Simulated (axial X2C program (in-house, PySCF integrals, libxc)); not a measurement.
Run report: NiB, relativistic diatomic calculation

System: NiB, single determinant with M_S = 1/2 and |Λ| = 2.
Method: HF, spin-free X2C-1e, Ni dyall-v3z, B dyall-v3z (cores contracted) (axial X2C program (in-house, PySCF integrals, libxc)).

### Outcome

- outcome: converged
- bond length rₑ: 2.087 Å
- ωₑ: 414.0 cm⁻¹
- energy at the minimum: −1543.62080 hartree
- depth below the fragments: 0.22 eV
- largest ⟨S²⟩ along the curve: 0.80
- hardware: 1 thread of Arm Neoverse N1, 54 GiB of memory available, shared host
- wall time: 4.7 s

### What is odd here

One thing in this input was made odd on purpose: few virtuals (ecut = 3.0). The program ran to the end. Its numbers are those of the input as typed; this run alone doesn't show how far the oddity moves them. Hartree–Fock lacks correlation, so it usually binds too weakly.

### Input file
```
{"zs": [28, 5], "q": 0, "bas": ["dyall-v3z", "dyall-v3z"], "levels": ["PBE0", "HF", "BP86", "PW91"], "cc": false, "r0": 1.95, "npts": 10, "nst": 2, "ntry": 6, "opt": {"ecut": 3.0}}
```

The line is the task of a batch: nuclear charges, charge, bases, the levels to run, a first guess of the distance and further settings. This report covers HF without spin-orbit coupling. The log is that of the reference distance 1.885 Å.

The run was one of a batch that the task file lists, launched with:
```bash
python <driver script> task.json out
```

### Log
```
spin-free X2C-1e  HF
basis functions 147  fitting functions 863  grid points 5076
iter        total energy     max residual
   1      -1543.576706623     1.28e-01
   2      -1543.604557222     2.50e-02
   3      -1543.599586661     4.03e-02
   4      -1543.614893776     6.48e-03
   5      -1543.615972910     6.98e-03
   6      -1543.616703896     4.26e-03
   7      -1543.617178063     3.79e-03
   8      -1543.617547988     3.65e-03
   9      -1543.617766540     3.62e-03
  10      -1543.617327961     3.57e-03
  11      -1543.615441957     2.71e-03
  12      -1543.615396177     2.16e-03
  13      -1543.615149261     9.27e-04
  14      -1543.615096850     9.14e-04
  15      -1543.615119057     4.25e-04
  16      -1543.615112199     6.02e-04
  17      -1543.615119462     3.55e-04
  18      -1543.615123590     1.09e-04
  19      -1543.615123910     3.44e-05
  20      -1543.615123855     1.75e-05
  21      -1543.615123876     6.50e-06
  22      -1543.615123875     4.38e-06
  23      -1543.615123875     1.91e-06
converged
one-electron -2223.81577501  Coulomb 707.14956674  exact exchange -66.25120182  xc functional 0.00000000  nuclear repulsion 39.30228622
```

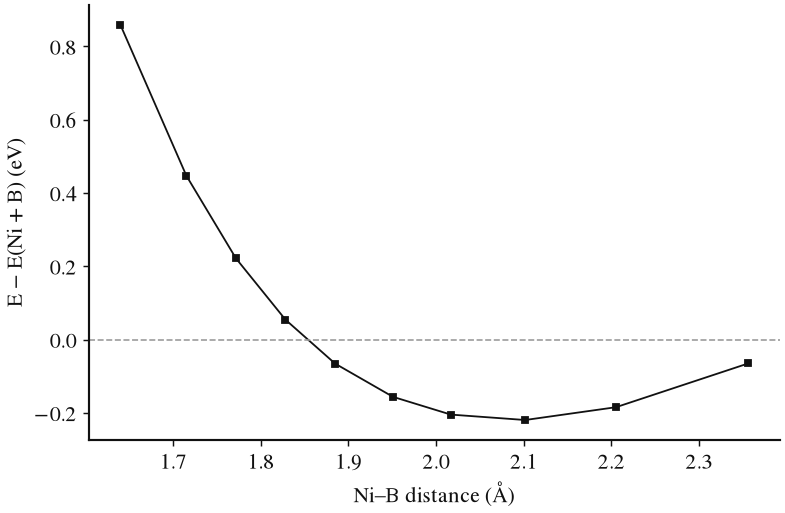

Fig. 1: Energy at 10 bond lengths, for one set of occupations held fixed; the line joins the points. A polynomial of degree 5 through 7 points gives rₑ = 2.087 Å, ωₑ = 414.0 cm⁻¹, ωₑxₑ = 2.3 cm⁻¹ and Bₑ = 0.4185 cm⁻¹. The minimum lies 0.22 eV below Ni + B, each computed as one determinant at the same level.
